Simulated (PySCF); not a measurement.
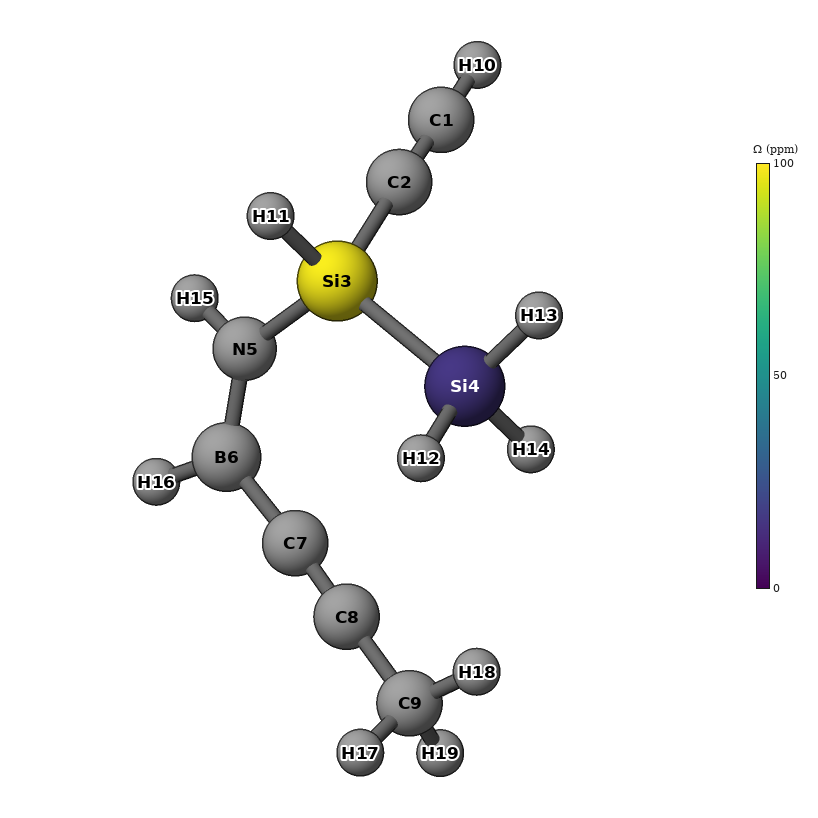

The Si atoms are coloured by the span of their shielding tensor. Computed geometry: GFN2-xTB optimisation. No frequency run is at hand to confirm it as a minimum. Method: GIAO PBE0/pcSseg-1 NMR shielding, non-relativistic, gas phase (PySCF 2.14.0). Principal shieldings σ11 ≤ σ22 ≤ σ33, span Ω = σ33 − σ11, skew κ = 3(σiso − σ22)/Ω.

Question. Which Si atom has the most anisotropic shielding?

Answer. Si3, with a span of 98 ppm.

Give the shielding tensors of the Si atoms.

| atom | σ11 | σ22 | σ33 | σiso | Ω | κ |
| --- | --- | --- | --- | --- | --- | --- |
| Si3 | 350.3 | 398.4 | 448.0 | 398.9 | 97.7 | 0.02 |
| Si4 | 456.7 | 459.1 | 472.5 | 462.8 | 15.8 | 0.70 |

Shieldings and span in ppm.

The geometry is semi-empirical. Around B, Si such bond lengths and angles can be off by a tenth of an ångström or more and by several degrees, and values that hang on the shape move with them.
